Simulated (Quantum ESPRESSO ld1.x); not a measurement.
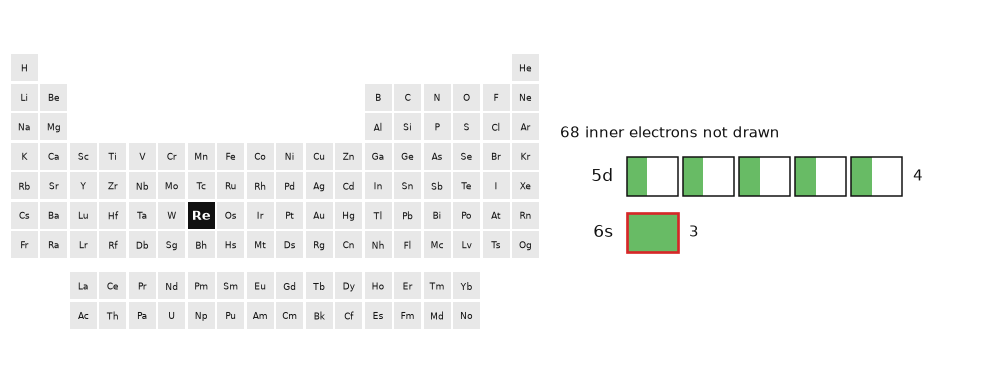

Figure 1. Left, the place of rhenium in the periodic table; right, the outer shells as the input fills them: a box for each of the 2l + 1 orbitals, shaded by the share of the shell that is filled, with the electron count at the right; red boxes mark what can't be (6s).

**Run report: Re³⁺, atomic calculation**

Re³⁺, configuration typed as [Xe] 4f14 5d4 6s3. Level asked for: radial all-electron Kohn-Sham run of Quantum ESPRESSO ld1.x with rel=1, lsd=1, dft='PW' as typed.

**Input**
```
 &input
    zed=75.0,
    iswitch=1,
    rel=1,
    lsd=1,
    dft='PW',
    config='[Xe] 4f14 5d4 6s3',
    prefix='ld1',
    max_out_wfc=37,
    file_charge='ld1.rho',
 /
```

Hardware: 1 CPU thread, shared host.

Command:
```bash
OMP_NUM_THREADS=1 ld1.x < ld1.in > ld1.out
```

**Log**
```
     Program LD1 v.7.5 starts

 %%%%%%%%%%%%%%%%%%%%%%%%%%%%%%%%%%%%%%%%%%%%%%%%%%%%%%%%%%%%%%%%%%%%%%%%%%%%%%
     Error in routine el_config (14):
     wrong occupancy:3
 %%%%%%%%%%%%%%%%%%%%%%%%%%%%%%%%%%%%%%%%%%%%%%%%%%%%%%%%%%%%%%%%%%%%%%%%%%%%%%

     stopping ...
```

**What the run reported**

```tsv
quantity	value
outcome	refused by the program
```

**Diagnosis**

One thing in this input was made wrong on purpose: overfilled shell. The program refused the input: “Error in routine el_config (14): wrong occupancy:3”.
